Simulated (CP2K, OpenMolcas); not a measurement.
A ladder of methods for C2H2FSi (SMILES C#C[SiH]F)

C2H2FSi: 6 atoms, total charge 0, spin state doublet. As SMILES, `C#C[SiH]F`. The shape is that of a PBE0-D4/def2-TZVP optimisation.

Each level gives the dipole moment (D). The values are calculated.

```
             level             kind     program  value (D)   CPU time
               PM6   semi-empirical        CP2K       2.11  under 2 s
     UHF/def2-SVPD     Hartree–Fock  OpenMolcas       1.99       25 s
  USVWN5/def2-SVPD              LDA  OpenMolcas       1.67       46 s
U-revPBE/def2-SVPD              GGA  OpenMolcas       1.64       69 s
U-r2SCAN/def2-SVPD         meta-GGA  OpenMolcas       1.69       93 s
  UBHLYP/def2-SVPD    global hybrid  OpenMolcas       1.87       73 s
 UM06-2X/def2-SVPD  hybrid meta-GGA  OpenMolcas       1.74       90 s
```

The values span 1.64 to 2.11 D. Magnitudes only. Times are those of the runs behind each value, whatever else they computed, on shared processors of several kinds: orders of magnitude only.

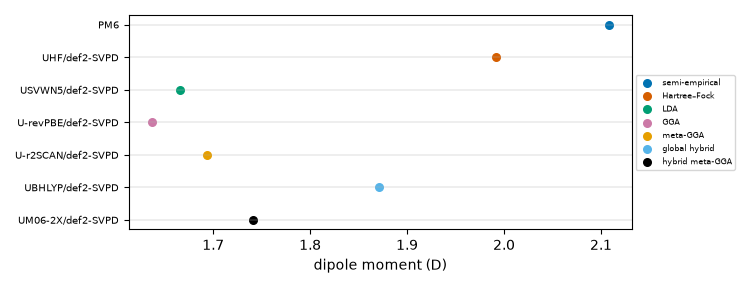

The values of the table, level by level.
